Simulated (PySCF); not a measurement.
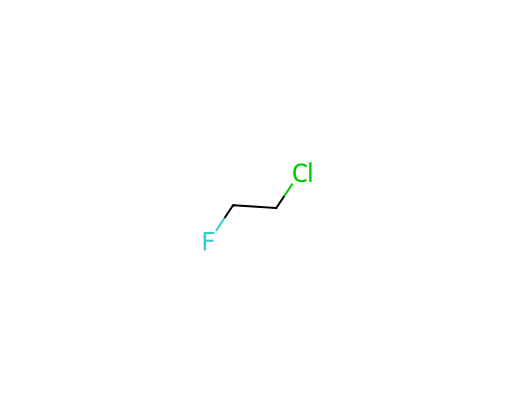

Computed geometry: GFN2-xTB optimisation. No frequency run is at hand to confirm it as a minimum. Method: ωB97X-D/def2-SVPD, gas phase (PySCF 2.14.0). Excitations: vertical, linear response.

> Give the mean static polarisability at this level.

40.9 bohr³.

> Estimate the lowest vertical singlet excitation.

7.53 eV.

> What is the HOMO energy (Kohn–Sham orbital)?

−10.77 eV.

> Estimate the dipole moment.

0.12 D.
